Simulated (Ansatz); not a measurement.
**B₂FH₅Si: a short trajectory**

Aim: follow B₂FH₅Si for 50 steps at constant energy (1000 K) and see how far bonds stretch and how energy moves between motion and potential.

Program: Ansatz 0.2.0, Gaussian basis. Level of theory: BLYP/def2-SVP. These are calculated values, not measurements.

### 1 The relaxed structure

An earlier PBE0-D4 in a triple-zeta def2 set relaxation fixed the geometry.

SMILES `B[SiH](B)F`, 9 atoms, charge 0, spin multiplicity 1.

Atoms are counted from 1 here; the program's logs count them from 0.

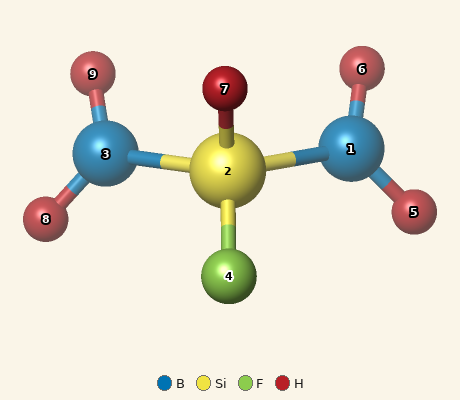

The geometry (boron blue, silicon yellow, fluorine green, hydrogen red); atoms are numbered from 1 in the order of the file.

### 2 Dynamics

in.yaml

```yaml
crystal:
  periodic: [false, false, false]
  atoms:
    - {symbol: B, position_ang: [-0.751299, 1.309944, -0.723715]}
    - {symbol: Si, position_ang: [0.453413, -0.274061, -0.524621]}
    - {symbol: B, position_ang: [0.211707, -1.044905, 1.304980]}
    - {symbol: F, position_ang: [0.268021, -1.362145, -1.699647]}
    - {symbol: H, position_ang: [-1.621932, 1.375974, -1.538855]}
    - {symbol: H, position_ang: [-0.605614, 2.230165, 0.026513]}
    - {symbol: H, position_ang: [1.862235, 0.224444, -0.614744]}
    - {symbol: H, position_ang: [-0.177223, -2.156567, 1.504372]}
    - {symbol: H, position_ang: [0.449092, -0.349149, 2.248615]}
basis:
  gaussian: {orbitals: def2-SVP}
magnetization: {spin_polarized: true, initial_magnetization: 0}
hamiltonian: {xc: {name: BLYP}}
md: {timestep: 2 fs, n_steps: 50, ensemble: nve, temperature: 1000, initial_velocities: maxwell_boltzmann, seed: 488}
```

Started as:

```
ansatz run in.yaml --threads 2 --pin off --events-out ev --progress --plain --max-ram 4352MiB
```

Output (excerpt; [...] marks lines left out):

```text
Functional definition: BLYP
  name "BLYP"
  cite "Becke, Phys. Rev. A 38, 3098 (1988) doi:10.1103/PhysRevA.38.3098"
  cite "Lee, Yang & Parr, Phys. Rev. B 37, 785 (1988) doi:10.1103/PhysRevB.37.785"
[...]
942 factors; their error is unknown
[...]
mean field -12020.42079592 eV, -441.7423165163 hartree, gradient 1.8e-5 eV, S^2 0.000000; 0 other end points of the search recorded, 0 dependent functions left out
[...]
reference -12020.42114648 eV, -441.7423293990 hartree; 19, 19 occupied and 66, 66 virtual orbitals, 942 factors
md step     0: t =     0.00 fs  T =  1000.0 K  F+E_penalty+E_count = -12020.42079592 eV  E_kin = 0.904820 eV  conserved = -12019.51597593 eV  (29 SCF iters)
[...]
md step    12: t =    24.00 fs  T =   563.8 K  F+E_penalty+E_count = -12019.99235130 eV  E_kin = 0.510096 eV  conserved = -12019.48225561 eV  (30 SCF iters)
[...]
md step    24: t =    48.00 fs  T =   329.9 K  F+E_penalty+E_count = -12019.78593747 eV  E_kin = 0.298484 eV  conserved = -12019.48745329 eV  (31 SCF iters)
[...]
md step    36: t =    72.00 fs  T =   536.0 K  F+E_penalty+E_count = -12019.99306957 eV  E_kin = 0.484978 eV  conserved = -12019.50809165 eV  (30 SCF iters)
[...]
md step    48: t =    96.00 fs  T =   428.3 K  F+E_penalty+E_count = -12019.88027312 eV  E_kin = 0.387551 eV  conserved = -12019.49272224 eV  (31 SCF iters)
[...]
md step    49: t =    98.00 fs  T =   425.4 K  F+E_penalty+E_count = -12019.89376359 eV  E_kin = 0.384954 eV  conserved = -12019.50880984 eV  (30 SCF iters)
[...]
md step    50: t =   100.00 fs  T =   287.6 K  F+E_penalty+E_count = -12019.73696183 eV  E_kin = 0.260270 eV  conserved = -12019.47669174 eV  (30 SCF iters)
Total energy: -12019.73732401 eV, -441.7171993867 hartree
Atom 0 at    -0.683284     1.567163    -0.956309 Å, force     0.999537    -2.732844     0.722319 eV/Å
Atom 1 at     0.264683    -0.246177    -0.470974 Å, force     1.306369    -0.387308     0.282026 eV/Å
Atom 2 at     0.487252    -1.318153     1.358956 Å, force    -1.500607     2.148313    -0.834260 eV/Å
Atom 3 at     0.307136    -1.408222    -1.651068 Å, force    -0.444755     0.055002    -0.365751 eV/Å
Atom 4 at    -1.107581     1.717162    -2.008074 Å, force    -0.682273     0.272640    -1.562636 eV/Å
Atom 5 at    -0.568964     2.382901    -0.172243 Å, force     0.055715     1.499920     1.294381 eV/Å
Atom 6 at     1.716186     0.365759    -0.615896 Å, force    -0.598993     0.017358     0.181392 eV/Å
Atom 7 at     0.092366    -2.375782     1.699820 Å, force     0.258430    -0.970853    -0.198778 eV/Å
Atom 8 at     0.611339    -0.501730     2.227500 Å, force     0.606577     0.097773     0.481307 eV/Å
Dipole moment:    -0.138808     0.225338     0.244462 e Å
```

It took 5.3 min on 2 threads of Intel Xeon at 2.50GHz, shared host.

### 3 Frames and traces

Every 4 steps, with energies from the start:

```tsv
time (fs)	T (K)	potential (meV)	conserved (meV)	Si2–B3 (Å)
0.0	1000	0.0	0.00	2.000
8.0	500	456.6	4.62	1.880
16.0	529	452.2	26.31	1.899
24.0	564	428.4	33.72	2.039
32.0	466	503.2	20.30	2.163
40.0	416	542.1	13.27	2.219
48.0	330	634.9	28.52	2.164
56.0	651	346.7	31.06	2.025
64.0	457	509.3	17.63	1.931
72.0	536	427.7	7.88	1.901
80.0	577	409.5	26.74	1.975
88.0	612	386.4	35.10	2.079
96.0	428	540.5	23.25	2.129
```

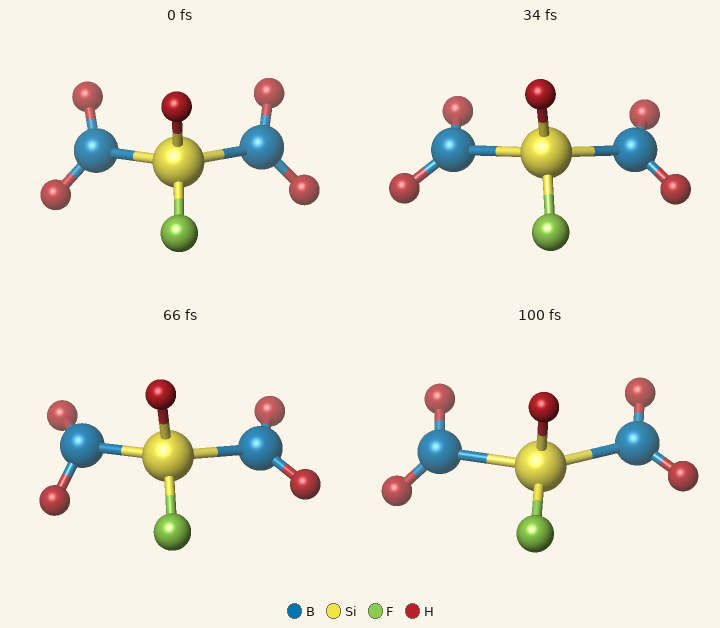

Four frames; sticks are those of the first frame.

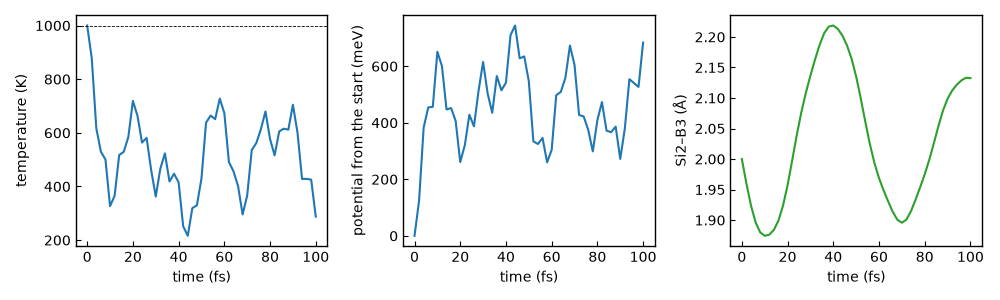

Temperature (the set value dashed), potential energy and the bond that swings most.

Positions (Å) and forces (eV/Å) at 100.0 fs:

```xyz
9

B    -0.683    1.567   -0.956    1.000   -2.733    0.722
Si    0.265   -0.246   -0.471    1.306   -0.387    0.282
B     0.487   -1.318    1.359   -1.501    2.148   -0.834
F     0.307   -1.408   -1.651   -0.445    0.055   -0.366
H    -1.108    1.717   -2.008   -0.682    0.273   -1.563
H    -0.569    2.383   -0.172    0.056    1.500    1.294
H     1.716    0.366   -0.616   -0.599    0.017    0.181
H     0.092   -2.376    1.700    0.258   -0.971   -0.199
H     0.611   -0.502    2.228    0.607    0.098    0.481
```

### 4 Summary of results

| quantity | value |
| --- | --- |
| length | 50 steps of 2.0 fs |
| temperature, first and last frame | 1000, 288 K |
| temperature, second half | mean 538 K, from 288 to 728 K |
| swing of the potential | 744 meV |
| largest change of the conserved energy | 42.04 meV |
| range of Si2–B3 | 1.874 to 2.219 Å |

**Reading.** From 1000 K at the start the temperature swings between 216 and 1000 K: with 9 atoms it has no steady value yet; starting near a minimum, about half of the kinetic energy flows into the potential. The conserved energy moves by 42.04 meV, 5.6 % of the potential's swing. Si2–B3 swings most, by 0.34 Å; no bond breaks. A run of 100 fs gives no averages.
